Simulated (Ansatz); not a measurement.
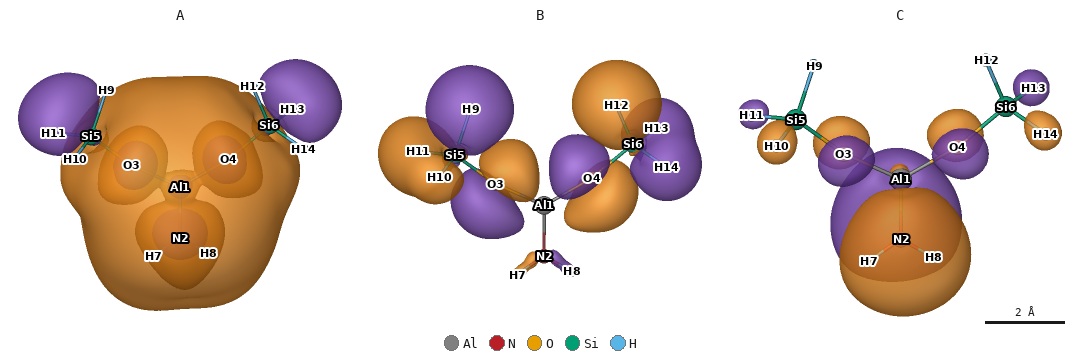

Figure 1: AlH$_{8}$NO$_{2}$Si$_{2}$ (SMILES [NH2][Al]([O][SiH3])[O][SiH3]). Three frontier orbitals at ±0.04 Å⁻³ᐟ² (orange and purple are the two phases), in no order.

Geometry: PBE0-D4/def2-SVP.

The calculation used Ansatz, isolated molecule in a Gaussian basis; Kohn-Sham density functional theory, functional PBE0.

The calculation's input:

```
crystal:
  periodic: [false, false, false]
  atoms:
    - {symbol: Al, position_ang: [1.251745, 0.033998, -1.211920]}
    - {symbol: N, position_ang: [1.765624, -0.917213, -2.595161]}
    - {symbol: O, position_ang: [1.143329, -0.688502, 0.314746]}
    - {symbol: O, position_ang: [0.866471, 1.670099, -1.409889]}
    - {symbol: Si, position_ang: [0.944425, -1.096541, 1.893238]}
    - {symbol: Si, position_ang: [0.433071, 3.248881, -1.277670]}
    - {symbol: H, position_ang: [2.013016, -1.898422, -2.559967]}
    - {symbol: H, position_ang: [1.854631, -0.561153, -3.538826]}
    - {symbol: H, position_ang: [0.207835, -0.025259, 2.633681]}
    - {symbol: H, position_ang: [2.273101, -1.296489, 2.549492]}
    - {symbol: H, position_ang: [0.164420, -2.367368, 2.003758]}
    - {symbol: H, position_ang: [0.082440, 3.590735, 0.136127]}
    - {symbol: H, position_ang: [-0.754299, 3.533956, -2.140588]}
    - {symbol: H, position_ang: [1.558465, 4.132573, -1.711564]}
basis:
  gaussian:
    orbitals: def2-SVPD
hamiltonian:
  xc: pbe0
output:
  forces: true
  orbitals: {seedname: orbitals}
```

Run with:

```sh
ansatz run input.yaml --threads 2 --pin off --max-ram 6090MiB --events-out events.jsonl --progress --plain --runs-dir runs
```

Which picture is the HOMO−1, the HOMO and the LUMO?

Answer. B is the HOMO−1 (−8.52 eV). By Hirshfeld shares it lies mainly on O3 (about 20 %), O4 (about 20 %), Si5 (about 10 %), Si6 (about 10 %), H12 (about 10 %) and H9 (about 10 %). C is the HOMO (−7.66 eV). By Hirshfeld shares it lies mainly on N2 (about 70 %); largely a lone pair of N2. A is the LUMO (−0.82 eV). It lies mainly on Al1 (about 45 %), Si6 (about 10 %) and Si5 (about 10 %).

What is the HOMO–LUMO gap?

Answer. 6.84 eV between the orbital energies.
